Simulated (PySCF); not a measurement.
Vertical excitations of a molecule C2H5O, multiplicity 2 from TDA-PBE/def2-SVPD in PySCF, as energy in eV (oscillator strength): 3.57 (0.009), 5.03 (0.032), 5.07 (0.002), 5.75 (0.002), 5.97 (0.019), 6.44 (0.002), 6.47 (0.001), 6.69 (0.028), 6.70 (0.002), 7.22 (0.005). Geometry: PBE0-D3(BJ)/def2-TZVP. One conformer was computed; it need not be the lowest.

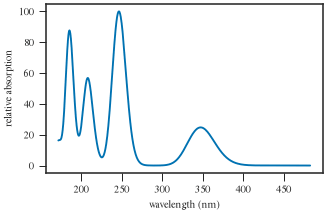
Figure: The lines broadened by 0.4 eV.

### Question
Identify the compound among the candidates.
(A) [CH2]OC
(B) C[CH]O
(C) CC[O]
(D) [CH2]CO

### Answer
D, [CH2]CO
